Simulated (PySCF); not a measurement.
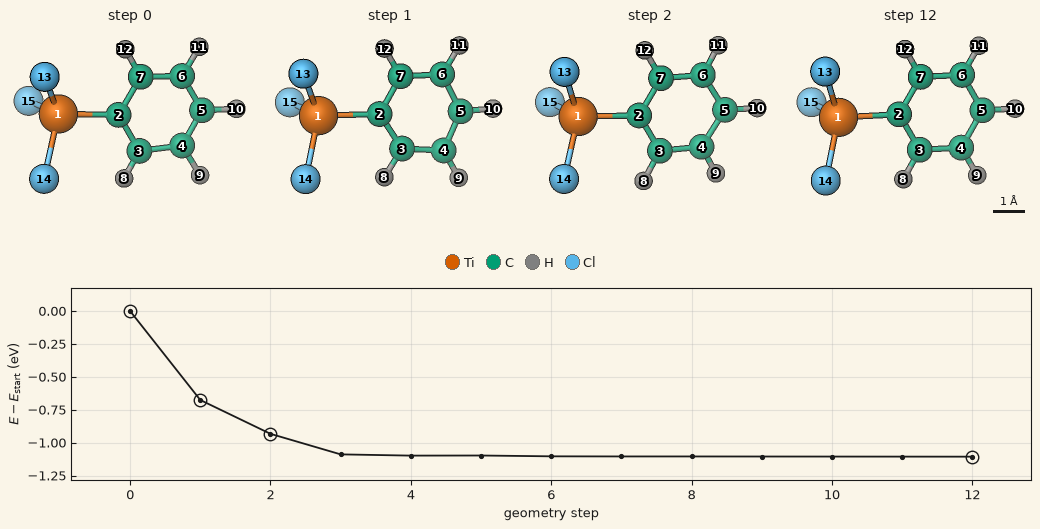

Frames of a relaxation of C6H5Cl3Ti, marked on the history of the run. The picture is a ball-and-stick view, seen at a tilt.

The start comes from GFN2-xTB. Its atoms were then displaced at random by about 0.03 Å.

Theory: PBE0-D3(BJ)/def2-SVP geometry optimisation, gas phase (PySCF). 

Describe the path.

Answer. The atom that moves furthest after the best rigid fit is Cl13 (0.17 Å). Largest moves by element: Cl 0.17 Å, C 0.11 Å, Ti 0.11 Å, H 0.09 Å. Some distances before and after: Ti1–Cl13 2.011 → 2.173 Å, C4–H9 1.198 → 1.092 Å, C4–C5 1.311 → 1.395 Å, Ti1–Cl14 2.250 → 2.176 Å. Bond angles that change, for instance: Cl13–Ti1–Cl14 106.8° → 113.9°, C4–C3–H8 125.6° → 119.5°, C2–Ti1–Cl13 112.2° → 106.2°. After 12 geometry steps the energy has fallen by 1.106 eV. Cost: 2.8 min on 2 threads of Intel(R) Xeon(R) 6975P-C, with other jobs on the host. From step 0 to 1: C4 moves most (0.20 Å), energy −0.676 eV. From step 1 to 2: H9 moves most (0.18 Å), energy −0.257 eV. From step 2 to 12: C5 moves most (0.08 Å), energy −0.173 eV.

| step | E − E(0), eV |
| --- | --- |
| 0 | 0.0000 |
| 1 | -0.6756 |
| 2 | -0.9325 |
| 3 | -1.0884 |
| 4 | -1.0978 |
| 5 | -1.0971 |
| 6 | -1.1033 |
| 7 | -1.1042 |
| 8 | -1.1042 |
| 9 | -1.1047 |
| 10 | -1.1051 |
| 11 | -1.1055 |
| 12 | -1.1059 |
